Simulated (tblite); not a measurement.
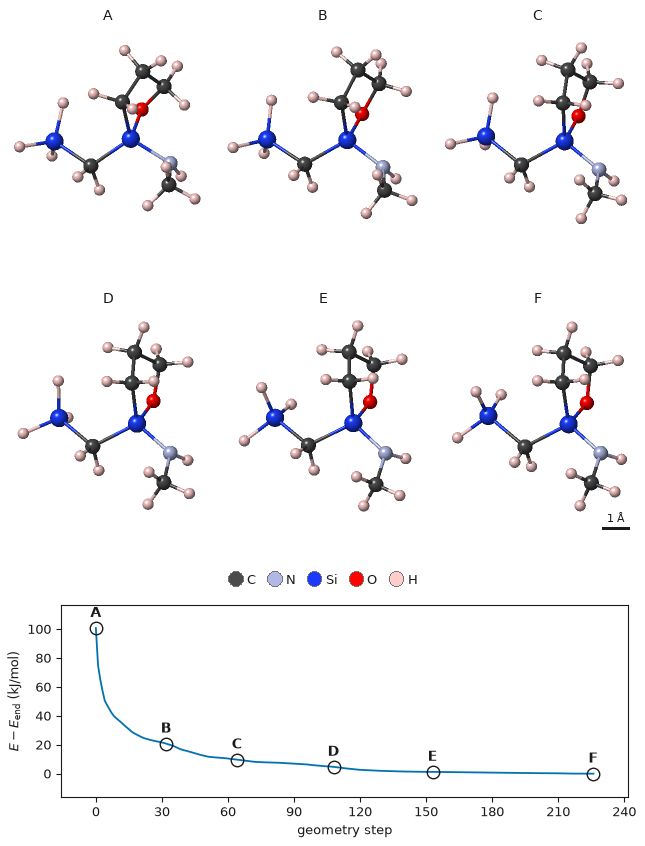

Frames of a relaxation of C$_{5}$H$_{15}$NOSi$_{2}$, marked on the history of the run. A ball-and-stick model, seen at a tilt.

All numbers below come from tblite, GFN2-xTB geometry optimisation, gas phase. 

> Describe the path.

The atom that moves furthest after the best rigid fit is an H atom (1.87 Å). By element the largest moves are H 1.87 Å, O 0.72 Å, C 0.64 Å, N 0.55 Å, Si 0.43 Å. Near-neighbour distances that change, for instance: O–Si 1.735 → 1.641 Å, C–Si 1.832 → 1.903 Å, C–C 1.487 → 1.528 Å, C–H 1.126 → 1.089 Å. Among the angles between lasting bonds that change: Si–O–C 96.9° → 113.5°, C–C–H 105.3° → 113.0°, C–N–Si 114.2° → 121.9°. Groups turn about C–Si by about 55°, C–Si by about 45°, O–Si by about 45°. Over 226 geometry steps the energy falls by 100.7 kJ/mol. The run took 2.8 s on 1 thread of Intel(R) Xeon(R) Platinum 8488C, on a shared host. From step 0 to 32: an H atom moves most (0.60 Å), energy −79.9 kJ/mol. From step 32 to 64: an H atom moves most (0.62 Å), energy −11.0 kJ/mol. From step 64 to 108: an H atom moves most (0.60 Å), energy −5.09 kJ/mol. From step 108 to 153: H atoms move most (0.64 Å), energy −3.44 kJ/mol. From step 153 to 226: an H atom moves most (0.48 Å), energy −1.25 kJ/mol.
